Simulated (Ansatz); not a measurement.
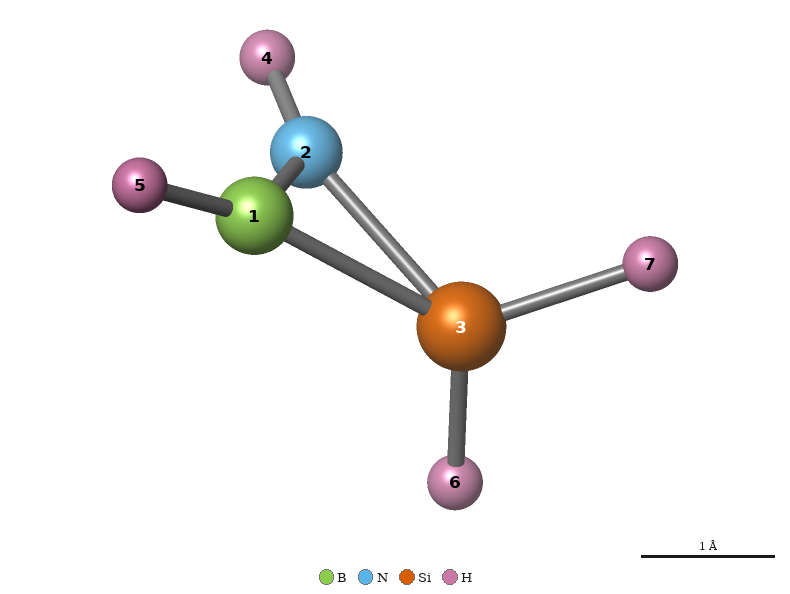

The atoms are numbered. The computed structure is the end point of a PBE-D4/def2-SVP optimisation. No frequency run is at hand to confirm it as a minimum.

**Which bond is the longest?**

B1–Si3, 1.955 Å.
